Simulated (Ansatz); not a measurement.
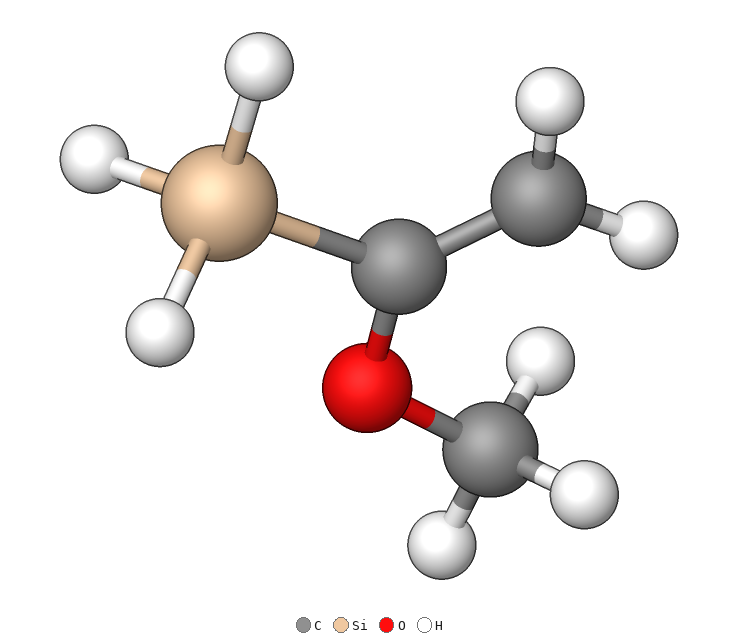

(Drawn from a calculation with Ansatz.)

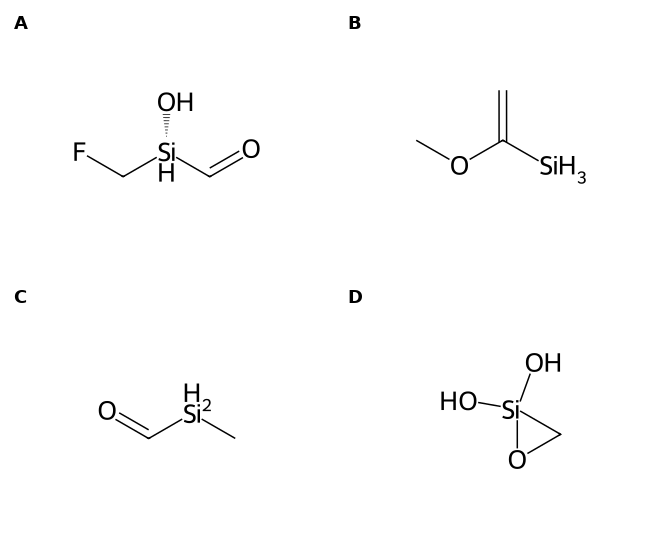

> The first picture shows one of the molecules drawn in the second. Which?

B, `C=C([SiH3])OC`.
